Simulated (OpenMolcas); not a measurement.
**OF2 (oxygen difluoride): RI-MP2/cc-pCVDZ (RICD fitting, fitting threshold 0.01)**

What is the energy change on altering one bond length of OF2 (oxygen difluoride) at RI-MP2/cc-pCVDZ (RICD fitting, fitting threshold 0.01)? 

The results are computed with OpenMolcas 26.06.

## (1) Starting point

The species is OF2 (3 atoms), meant as a singlet with charge 0. As SMILES, `FOF`. Geometry: relaxed at GFN2-xTB.

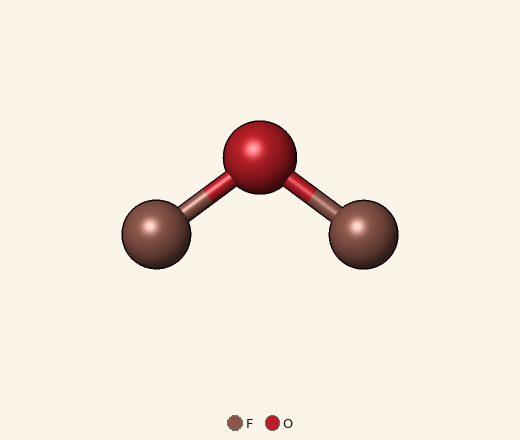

Viewed from a chosen angle; fluorine brown, oxygen red.

## (2) A single-point energy at RI-MP2/cc-pCVDZ (RICD fitting, fitting threshold 0.01)

Input file input.xyz:

```xyz
3

F      0.956190    -0.330530     0.490900
O      0.000730     0.544900     0.060070
F     -0.956920    -0.214370    -0.550970
```

Input file job.inp:

```
&gateway
 baslib=$CurrDir
 coord=input.xyz
 basis=cc-pCVDZ
 group=NoSym
 ricd
 cdthreshold=0.01

&seward

&scf
 prorbitals=0

&mbpt2
 frozen=3
```

The basis set cc-pCVDZ is read from a file made from the Basis Set Exchange's data (not shown).

Started as:

```sh
export MOLCAS_MEM=1860
pymolcas job.inp > job.log
```

The log of the run:

```text
--- Start Module: gateway ---
[...]
--- Stop Module: gateway /rc=_RC_ALL_IS_WELL_ ---
[...]
      Basis functions           54
[...]
--- Start Module: scf ---
[...]
       Convergence after  11 Iterations
[...]
::    Total SCF energy                               -273.4613931797
[...]
      Total spin, S                                     0.0000000000
[...]
      Total electronic charge=   26.000000
      Total            charge=   -0.000000
[...]
      Dipole Moment (debye):
      Origin of the operator (angstrom)=   -0.0000   -0.0303   -0.0033
                   X=  1.9621E-03               Y=  3.3935E-01               Z=  3.8241E-02           Total=  3.4150E-01
      Quadrupole Moment (debye*angstrom):
[...]
--- Stop Module: scf /rc=_RC_ALL_IS_WELL_ ---
--- Start Module: mbpt2 ---
[...]
WARNING!
Default frozen orbitals as non valence orbitals is overwritten by user input.
Default values:   3
[...]
       Reference weight ( Cref**2 )         =        0.87842
::    Total MBPT2 energy                             -274.0453394557
[...]
--- Stop Module: mbpt2 /rc=_RC_ALL_IS_WELL_ ---
[...]
```

Run time: 1.8 s. Hardware: 1 thread of Arm Neoverse V2, shared host; peak memory 0.087 GiB.

## (3) The distorted shape

Input file input.xyz:

```xyz
3

F      1.195633    -0.140688     0.643679
O      0.240173     0.734742     0.212849
F     -0.956920    -0.214370    -0.550970
```

Input file job.input:

```
* F2O RI-MP2
>>> EXPORT MOLCAS_PRINT=2
&gateway
baslib
$CurrDir
coord
input.xyz
basis
cc-pCVDZ
group
NoSym
ricd
cdthreshold
0.01
&seward
&scf
prorbitals
0
&mbpt2
frozen
3
```

The basis set cc-pCVDZ is read from a file made from the Basis Set Exchange's data (not shown).

Started as:

```sh
export MOLCAS_MEM=1860
pymolcas job.input > job.log
```

The log of the run:

```text
--- Start Module: gateway ---
[...]
--- Stop Module: gateway /rc=_RC_ALL_IS_WELL_ ---
[...]
      Basis functions           54
[...]
--- Start Module: scf ---
[...]
       Convergence after  14 Iterations
[...]
::    Total SCF energy                               -273.4071348702
[...]
      Total spin, S                                     0.0000000000
[...]
      Total electronic charge=   26.000000
      Total            charge=   -0.000000
[...]
      Dipole Moment (debye):
      Origin of the operator (angstrom)=    0.1551    0.0927    0.0957
                   X=  6.3444E-01               Y=  6.2085E-01               Z=  4.1771E-01           Total=  9.8104E-01
      Quadrupole Moment (debye*angstrom):
[...]
--- Stop Module: scf /rc=_RC_ALL_IS_WELL_ ---
--- Start Module: mbpt2 ---
[...]
WARNING!
Default frozen orbitals as non valence orbitals is overwritten by user input.
Default values:   3
[...]
       Reference weight ( Cref**2 )         =        0.84972
::    Total MBPT2 energy                             -274.0278967838
[...]
--- Stop Module: mbpt2 /rc=_RC_ALL_IS_WELL_ ---
[...]
```

Run time: 1.8 s. Hardware: 1 thread of Arm Neoverse V2, shared host; peak memory 0.087 GiB.

## (4) Summary of results

At RI-MP2/cc-pCVDZ (RICD fitting, fitting threshold 0.01), 3 core orbitals frozen:

| quantity | value |
| --- | --- |
| first shape: total energy | -274.04534 Eh |
| first shape: dipole moment (mean-field density) | 0.34 D |
| first shape: HOMO energy (Hartree–Fock orbitals) | -15.44 eV |
| first shape: LUMO energy (Hartree–Fock orbitals) | 4.42 eV |
| first shape: HOMO–LUMO gap (Hartree–Fock orbitals) | 19.86 eV |
| first shape: correlation energy (3 core orbitals frozen) | -583.9 mEh |
| distorted shape: total energy | -274.02790 Eh |
| distorted shape: dipole moment (mean-field density) | 0.98 D |
| distorted shape: HOMO energy (Hartree–Fock orbitals) | -16.15 eV |
| distorted shape: LUMO energy (Hartree–Fock orbitals) | -0.59 eV |
| distorted shape: HOMO–LUMO gap (Hartree–Fock orbitals) | 15.55 eV |
| distorted shape: correlation energy (3 core orbitals frozen) | -620.8 mEh |
| energy change with the O2–F3 bond stretched from 1.366 to 1.708 Å | 0.475 eV |

With the O2–F3 bond stretched from 1.366 to 1.708 Å the energy rises by 0.47 eV (45.8 kJ/mol). The first shape isn't relaxed at this level, so the change isn't measured from a minimum.
